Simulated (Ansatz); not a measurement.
```xyz
9

Ga   -1.2137   -2.6899   -0.4439
Ga    0.4041    2.7930    0.2333
Ga   -1.1057    0.1356    0.2175
Ga    1.9486    0.5455   -0.5215
As   -1.8036    2.4161    0.7021
As    1.0712   -1.2923    0.8019
As    0.9717   -3.4779   -0.2248
As   -2.9817   -1.1922   -0.4796
As    2.7091    2.7621   -0.2849
```

Geometry: PBE-D4/def2-SVP.

Theory: RKS PBE0-D4/def2-SVP in Ansatz.

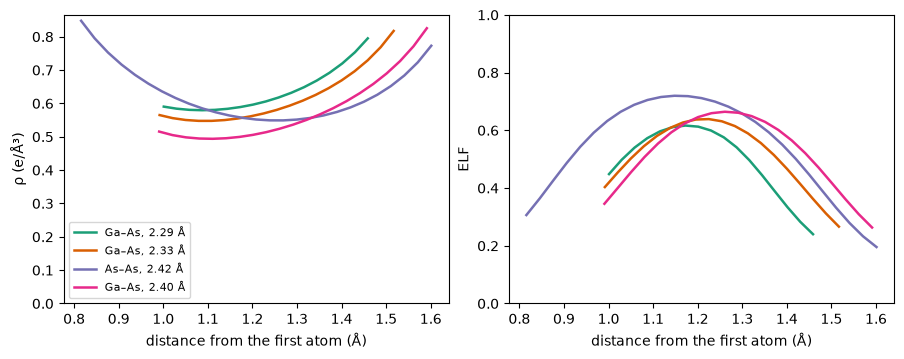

As₅Ga₄ (charge −1). Total electron density and ELF along straight lines between neighbouring atoms. The curves leave out the atomic cores.

> Compare the contacts.

Ga–As (2.29 Å): the density is about 0.58 e/Å³ at the midpoint; the ELF reaches about 0.60 near the midpoint.
Ga–As (2.33 Å): the density is about 0.55 e/Å³ at the midpoint; the ELF peaks at about 0.65 in the valence shell of As, 1.1 Å from its nucleus, and is about 0.65 at the midpoint.
As–As (2.42 Å): ρ at the midpoint is about 0.55 e/Å³; the ELF peaks at about 0.70 between the atoms.
Ga–As (2.40 Å): the density is about 0.51 e/Å³ at the midpoint; the ELF peaks at about 0.65 in the valence shell of As, 1.1 Å from its nucleus, and is about 0.65 at the midpoint.
